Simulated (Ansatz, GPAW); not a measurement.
# A 6-layer slab of Ir(111): converging a work function, part 3 of 3

Wanted: a convergence study on the slab a 6-layer slab of Ir(111).

GPAW 26.7.0 and Ansatz 0.2.0; Ansatz plane waves; slab in vacuum with a dipole correction, relaxation (the session's first sound run).

So far, upper work function (eV): step 2 (relaxation, PBE) 5.49; step 3 (plane waves, PBE) 5.48; step 6 (cutoff 700: ecut = 700, PBE, GPAW) 5.48; step 9 (K mesh 20×20: kpts = [20, 20], PBE, GPAW) 5.50.

## Step 10: Scheme Methfessel-Paxton of order 0 (Gaussian), smearing 0.2

Level of this step: GPAW, PAW setups; slab in vacuum (GPAW).

Smearing changes the occupations near the Fermi level, and with them the level itself. Smearing helps the SCF of a metal converge, but it blurs occupations at band edges near the Fermi level.

Contents of run.py:

```python
import json
import numpy as np
from ase import Atoms
from gpaw import GPAW, PW

slab = Atoms(
    ['Ir', 'Ir', 'Ir', 'Ir', 'Ir', 'Ir'],
    positions=[
        [1.35765, 0.78384, 7.00000],
        [2.71529, 1.56767, 9.21703],
        [0.00000, 0.00000, 11.43405],
        [1.35765, 0.78384, 13.69174],
        [2.71529, 1.56767, 15.92429],
        [0.00000, -0.00000, 18.12314]],
    cell=[[2.71529, 0.0, 0.0], [1.35765, 2.35151, 0.0], [0.0, 0.0, 25.08513]],
    pbc=[True, True, False])

slab.calc = GPAW(mode=PW(400), xc='PBE', kpts={'size': (13, 13, 1), 'gamma': True},
                 occupations={'name': 'methfessel-paxton', 'width': 0.2}, nbands='140%',
                 convergence={'density': 1e-05}, maxiter=200,
                 poissonsolver={'dipolelayer': 'xy'},
                 symmetry={'tolerance': 1e-3}, txt='slab.txt')
result = {}
energy = slab.get_potential_energy()
fermi = slab.calc.get_fermi_level()
v = slab.calc.get_electrostatic_potential().mean((0, 1)) - fermi
n = slab.calc.get_pseudo_density().mean((0, 1))
L = slab.cell[2, 2]
z = np.arange(len(v)) * L / len(v)
low, high = slab.positions[:, 2].min(), slab.positions[:, 2].max()
below, above = np.interp([low - 4.8, high + 4.8], z, v)
slopes = [np.interp(x, z, np.gradient(v, z)) for x in (low - 4.8, high + 4.8)]
eps = np.array([[slab.calc.get_eigenvalues(k, s) for k in range(len(slab.calc.get_ibz_k_points()))]
                for s in range(slab.calc.get_number_of_spins())]) - fermi
top, bottom = eps[eps < 0].max(), eps[eps > 0].min()
dipole = slab.get_dipole_moment()[2]
print(f'energy {energy:.4f} eV, Fermi level {fermi:.4f} eV, dipole {dipole:.5f} e A')
print(f'potential 4.8 A off the faces, from the Fermi level: lower {below:.4f} eV, upper {above:.4f} eV')
print(f'slope of the potential there: lower {slopes[0]:.5f}, upper {slopes[1]:.5f} eV/A')
print(f'nearest levels on the mesh: {top:.4f} and {bottom:.4f} eV')
print('magnetic moment', round(slab.get_magnetic_moment(), 3))
result.update(energy=energy, fermi=fermi, dipole=dipole, below=below, above=above, slopes=slopes, edges=[top, bottom],
              z=z.tolist(), v=v.tolist(), n=n.tolist(), positions=slab.positions.tolist(),
              forces=slab.get_forces(apply_constraint=False).tolist(), moments=slab.get_magnetic_moments().tolist())
json.dump(result, open('result.json', 'w'))
```

Launch:

```
$ OMP_NUM_THREADS=1 OPENBLAS_NUM_THREADS=2 python run.py
```

The log of the run:

```text
energy -54.2684 eV, Fermi level 5.3045 eV, dipole 0.00031 e A
potential 4.8 A off the faces, from the Fermi level: lower 5.4814 eV, upper 5.4797 eV
slope of the potential there: lower -0.00059, upper 0.00067 eV/A
nearest levels on the mesh: -0.0406 and 0.0251 eV
magnetic moment 0.0
```

Run time: 5.1 min. Hardware: 2 threads of Intel Xeon Platinum 8259CL at 2.50GHz (Skylake/Cascade Lake), shared host; peak memory 0.25 GiB.

Numbers from this step:

```
dipole along the normal                    : 3.12e-4 e·Å
levels nearest the Fermi level on the mesh : -0.04059, 0.02510 eV from the Fermi level
upper work function                        : 5.480 eV
lower work function                        : 5.481 eV
```

The electrostatic potential energy of an electron (without an applied field's), less the Fermi level, planar mean oscillates, so the rows of the table below give means over windows of 2.25 Å about each position, cut where the curve ends. Its maxima inside the range that stand out by 2 % of the span (Å: eV): 8.0: -1.84, 10.3: -2.04, 12.5: -1.62, 14.8: -1.90, 17.0: -1.96. Its minima: 7.0: -30.9, 9.2: -31.4, 11.4: -31.3, 13.7: -31.4, 15.9: -31.3, 18.1: -30.8.

Table of electrostatic potential energy of an electron (without an applied field's), less the Fermi level, planar mean by z; means over each step:

```
z (Å)  electrostatic potential energy of an electron (without an applied field's), less the Fermi level, planar mean (eV)
 1.12                                                                                                                5.48
 3.38                                                                                                                5.47
 5.62                                                                                                              -0.788
 7.88                                                                                                               -14.8
10.12                                                                                                               -15.1
12.38                                                                                                               -14.5
14.62                                                                                                               -14.9
16.88                                                                                                               -15.2
19.12                                                                                                               -6.51
21.38                                                                                                                5.44
23.62                                                                                                                5.48
```

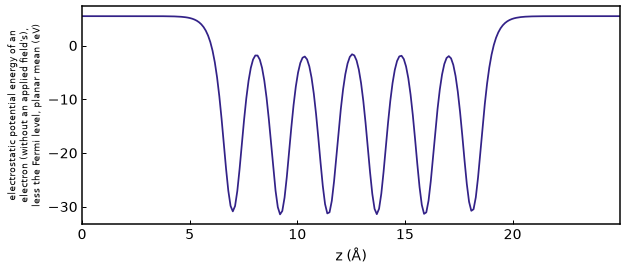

Electrostatic potential energy of an electron (without an applied field's), less the Fermi level, planar mean, plotted against z.

The upper face's work function is 5.480 eV, against 5.482 eV in the first plane-wave PBE run at this geometry.

## Step 11: The ladder

Times are for 2 threads of Intel Xeon Platinum 8259CL at 2.50GHz (Skylake/Cascade Lake), shared host. The series side by side:

```
no.                                                           run  upper work function (eV)     time  memory (GiB)
  1                                                            pw                     5.482  4.5 min          0.25
  2                                                    cutoff 700                     5.482   12 min          0.41
  3                                                  k mesh 20×20                     5.497   12 min          0.33
  4  scheme Methfessel-Paxton of order 0 (Gaussian), smearing 0.2                     5.480  5.1 min          0.25
```

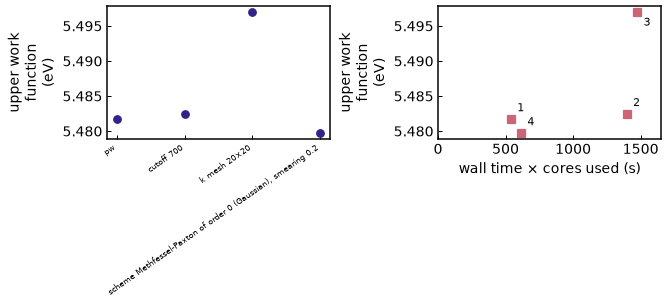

The series as plots; the last panel sets the first result against cost, with the runs numbered as in the table.

## Step 12: Without the dipole layer

The dipole layer is taken out and the cell repeats along the normal.

Edit run.py of step 10 so:

```diff
@@ -15,8 +15,7 @@
     cell=[[2.71529, 0.0, 0.0], [1.35765, 2.35151, 0.0], [0.0, 0.0, 25.08513]],
-    pbc=[True, True, False])
+    pbc=[True, True, True])
 
 slab.calc = GPAW(mode=PW(400), xc='PBE', kpts={'size': (13, 13, 1), 'gamma': True},
-                 occupations={'name': 'methfessel-paxton', 'width': 0.2}, nbands='140%',
+                 occupations={'name': 'fermi-dirac', 'width': 0.1}, nbands='140%',
                  convergence={'density': 1e-05}, maxiter=200,
-                 poissonsolver={'dipolelayer': 'xy'},
                  symmetry={'tolerance': 1e-3}, txt='slab.txt')
```

The log of the run:

```text
energy -54.2704 eV, Fermi level 5.3023 eV, dipole 0.00038 e A
potential 4.8 A off the faces, from the Fermi level: lower 5.4832 eV, upper 5.4825 eV
slope of the potential there: lower -0.00042, upper 0.00075 eV/A
nearest levels on the mesh: -0.0381 and 0.0265 eV
magnetic moment 0.0
```

Elapsed: 3.6 min, on 2 threads; peak memory 0.25 GiB.

The run finished with changed settings (dipole = false and pbc_z = true); it serves as a test.

Side by side:

```
                quantity  this run  sound run  difference
upper work function (eV)    5.4825     5.4817      7.5e-4
lower work function (eV)    5.4832     5.4836     -3.8e-4
```

## Step 13: Side by side

Results and costs are gathered.

This step: comparison of work functions, dipole and cost (GPAW 26.7.0).

Ladder, by row:

```
   step  code  work function, upper (eV)  work function, lower (eV)  dipole (e Å)  wall time (s)  peak memory (GiB)  threads
     pw  GPAW                      5.482                      5.484       3.14e-4          270.1               0.25        2
ecut200  GPAW                      5.507                      5.508       2.96e-4          142.3               0.17        2
ecut300  GPAW                      5.487                       5.49       3.18e-4          192.2               0.21        2
ecut700  GPAW                      5.482                      5.484       2.97e-4          698.8               0.41        2
     k4  GPAW                      5.534                      5.536       3.53e-4          72.55                0.2        2
     k8  GPAW                      5.481                      5.484       3.61e-4          137.2               0.22        2
    k20  GPAW                      5.497                      5.499       3.46e-4          737.5               0.33        2
  smear  GPAW                       5.48                      5.481       3.12e-4          307.6               0.25        2
  nodip  GPAW                      5.482                      5.483       3.75e-4            219               0.25        2
```

## Step 14: A changed run

One more run, with changed settings.

This step: GPAW, PAW setups; slab in vacuum (GPAW 26.7.0).

Edit run.py of step 12 so:

```diff
@@ -15,3 +15,3 @@
     cell=[[2.71529, 0.0, 0.0], [1.35765, 2.35151, 0.0], [0.0, 0.0, 25.08513]],
-    pbc=[True, True, True])
+    pbc=[True, True, False])
 
@@ -19,3 +19,4 @@
                  occupations={'name': 'fermi-dirac', 'width': 0.1}, nbands='140%',
-                 convergence={'density': 1e-05}, maxiter=200,
+                 convergence={'density': 1e-05}, maxiter=3,
+                 poissonsolver={'dipolelayer': 'xy'},
                  symmetry={'tolerance': 1e-3}, txt='slab.txt')
```

The log of the run:

```text
gpaw.KohnShamConvergenceError
```

The job ended after 29 s (2 threads; peak memory 0.25 GiB).

No converged result was reached; the numbers in the log don't describe the system.

The fault put into the input: too few SCF iterations (maxiter = 3).

## Step 15: What came out

| Property | Result |
| --- | --- |
| work function, both faces | 5.48 eV |
| dipole along the normal | 3.1e-4 e Å, near the numerical noise |

In words: With plane waves and PBE the work function is 5.48 eV on the upper face and 5.48 eV on the lower. The measured value for this face is 5.78 eV (as compiled in "Anisotropic work function of elemental crystals", 2019, arxiv:1902.07811); the relaxed upper face lies 0.30 eV under it with PBE. Measured work functions scatter by a tenth of an eV or more between methods. The other smearing (Gaussian of 0.2 eV in place of Fermi-Dirac of 0.1) moves the two faces by -0.0020 and -0.0022 eV on the same mesh; a mesh is converged only for its smearing. Over the sound runs of the table the upper face's work function spans 5.480 (smear) to 5.497 eV (k20). The small printed dipole stands for a step of -8.9 meV from the lower to the upper face, and the probes find -1.8 meV; values this small are near the numerical noise of both. The in-plane lattice was kept as typed, which isn't the functional's own and leaves some strain; spin-orbit coupling and temperature are left out.

[Logs are printed without paths, hosts, clocks, repeated set-up lines and the standing remarks that a program may print on its own settings, such as how far it seeks lower states.]

[Hosts, paths, dates, database ids (printed as entryN), source tags and the programs' standing remarks are cut or masked in the printed files.]
